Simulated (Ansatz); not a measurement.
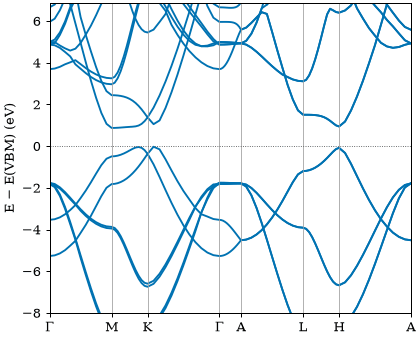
Fig. 1. Band structure from r²SCAN+D4 (plane waves, PAW; program Ansatz)

**Question.** Read off the gap and where the band edges lie.

**Answer.** About 0.9 eV (0.87 eV by a search for the band edges); maximum on the K–Γ line, 11 % of the way from K, minimum at M.

**Question.** Which of these materials gives this?
A) GaN, P6_3/mmc (Ga on 2d, N on 2b)
B) WS2, P6_3/mmc (W on 2c, S on 4f)
C) BP, P6_3/mmc (B on 2c, P on 2d)

**Answer.** C, BP, P6_3/mmc (B on 2c, P on 2d)

The start of the workflow was typed in or built on a structure type; neither database checked (COD, Materials Project) lists it. It is not the phase usual at ambient conditions (space group No. 216). The cell was relaxed with r²SCAN+D4 under the symmetry of its start; its stability against distortions is not shown here.

Potentials: the earlier of the program's two PAW sets.
